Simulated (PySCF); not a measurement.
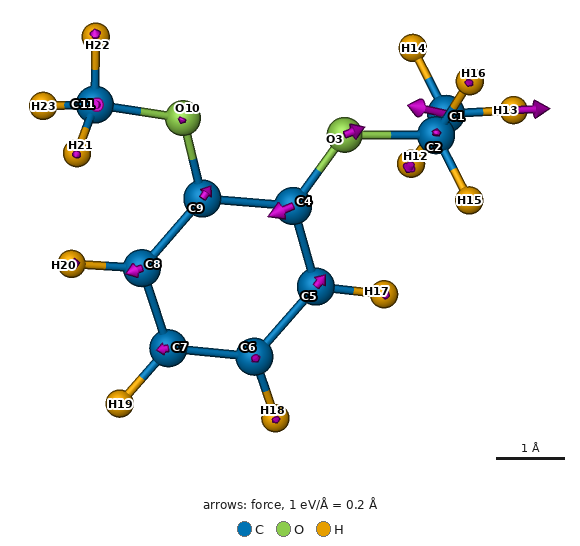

Starting geometry of C9H12O2 with the computed forces as purple arrows. The picture is a ball-and-stick view, seen at a tilt.

The start comes from GFN2-xTB. Its atoms were then displaced at random by about 0.01 Å.

Level of theory: PBE0-D3(BJ)/def2-SVP geometry optimisation, gas phase (PySCF 2.14.0, density-fitted response routines). 

Q: Is this structure relaxed? If not, where do the atoms go?

A: It isn't relaxed: the largest force vector, on C1, is 3.75 eV/Å. The final displacements follow the starting forces only in part (cosine between the two patterns 0.63). H16 moves most after the best rigid fit: 0.049 Å. Largest moves by element: H 0.049 Å, C 0.043 Å, O 0.025 Å. Some distances before and after: C1–H13 1.029 → 1.101 Å, C1–H12 1.071 → 1.100 Å, C1–C2 1.544 → 1.516 Å, O3–C4 1.320 → 1.347 Å. Bond angles that change, for instance: H12–C1–H13 111.6° → 108.2°, C2–C1–H14 106.7° → 110.1°, O3–C4–C5 129.0° → 125.6°. The energy falls by 25.7 kJ/mol in 6 geometry steps.
